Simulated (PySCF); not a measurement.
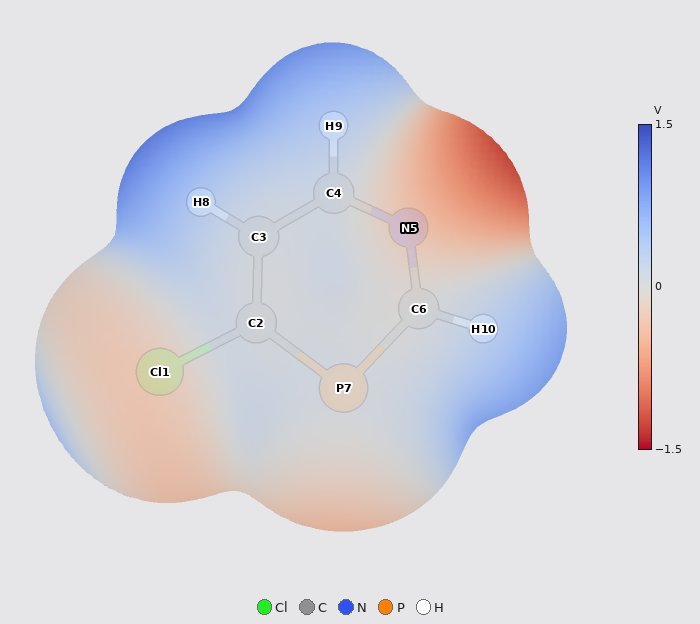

C4H3ClNP (SMILES Clc1ccncp1). The electrostatic potential painted on the density surface at 0.001 e/bohr³, seen across its widest extent; red is negative and blue positive.

Geometry: GFN2-xTB.

Level of theory: PySCF, wB97X-D/def2-SVPD, SCF density, gas phase.

```xyz
10

Cl   -2.5055   -1.7042    0.0955
C    -0.9868   -0.8686    0.0447
C    -0.9960    0.5100   -0.0204
C     0.1833    1.2419   -0.0637
N     1.4007    0.7337   -0.0458
C     1.6092   -0.5557    0.0149
P     0.4486   -1.8638    0.0816
H    -1.9419    1.0307   -0.0378
H     0.1406    2.3220   -0.1163
H     2.6568   -0.8415    0.0247
```

### Which sites attract a positive test charge, and which a negative one?

A positive charge is drawn to the negative regions and a negative charge to the positive ones. The most negative region (about −1.2 V) lies over N5, the most positive (about +1.1 V) over H8. Cl1 shows a σ-hole: about +0.5 V at the tip opposite its bond, against about −0.2 V on its flanks. N5 is the likeliest acceptor of a hydrogen bond.
